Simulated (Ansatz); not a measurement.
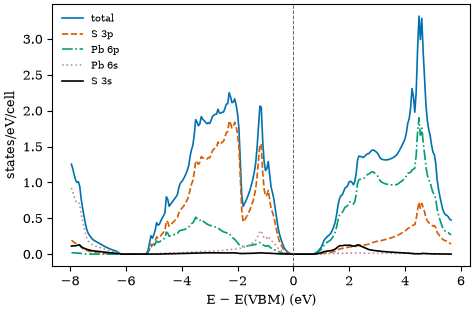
Figure: Total and projected density of states of PbS (rock salt, space group No. 225), the program Ansatz at the r²SCAN+D4 level (PAW)

Which orbitals carry the states next to the gap?

Top 1 eV of the valence band: S 3p 68 %, Pb 6s 20 %, Pb 6p 9 %. Bottom 1 eV of the conduction band: Pb 6p 69 %, S 3s 16 %, S 3p 9 %. Projections are on Löwdin-orthogonalised atomic valence shells; empty p or d shells of many metals are not among them.

Where is the tallest occupied peak in this window, and what makes it?

Near -2.3 eV, about 2.3 states/eV per cell; the largest projected share is S 3p.

Space group Fm-3m (rock salt). The r²SCAN+D4 relaxation kept the symmetry of its start. Spin–orbit coupling is left out wherever it is not named.

Potentials: the earlier of the program's two PAW sets.
